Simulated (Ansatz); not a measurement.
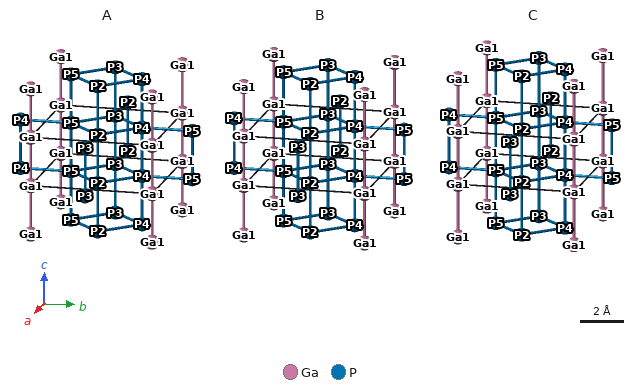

3 geometries from one relaxation of crystalline GaP4 (a generated structure, set up in P4/mmm) (coarse preliminary run), in shuffled order. Style: ball-and-stick. Shown: the cell of the calculation, slightly off an axis.

The calculation used DFT PBE, scalar-relativistic, plane waves, PAW (Ansatz 0.2.0). Settings: plane-wave cutoff 420 eV; k-point mesh 4 × 4 × 6; occupations gaussian; smearing width 0.1 eV; no spin polarisation; cell and atoms relaxed; force threshold 0.04 eV/Å; at most 70 steps.

Question: Put them in the order of the run, from the start to the converged end.

Answer: C, A, B. They are steps 0, 3, 7, at +0.198 eV per cell of the calculation, +45.9 meV per cell of the calculation relative to the last. The energy falls by 0.198 eV per cell of the calculation in 6 accepted moves (7 points after the start). Largest force component: 0.25 eV/Å at the start, 0.0098 eV/Å at the end. The pressure goes from 0.16 to −0.05 GPa. At 1 point the geometry stayed and the basis and grid were re-selected for the new cell (energy shift of 1.0 meV per cell of the calculation at most each time). The largest moves relative to the cell, 0.017 Å, are those of P2, P3, P4 and P5. P2 goes along −a. Ga stays in place. The drawn cell changes as follows: a = b 5.643 → 5.870 Å (+4.0 %), c 2.583 → 2.422 Å (−6.3 %); the volume changes by +1.4 %. Near-neighbour distances that change, for instance: P2–P2 2.583 → 2.422 Å, Ga1–Ga1 2.583 → 2.422 Å, P2–P3 2.276 → 2.402 Å, P2–P4 2.381 → 2.453 Å. The space group stays P4/mmm (No. 123). The run took 55 s on 1 thread of Intel(R) Xeon(R) Processor @ 2.50GHz (Skylake/Cascade Lake), on a shared host, peak memory 0.39 GiB.

Limits of the set-up: the k-point mesh is coarse for a cell with partly filled bands.
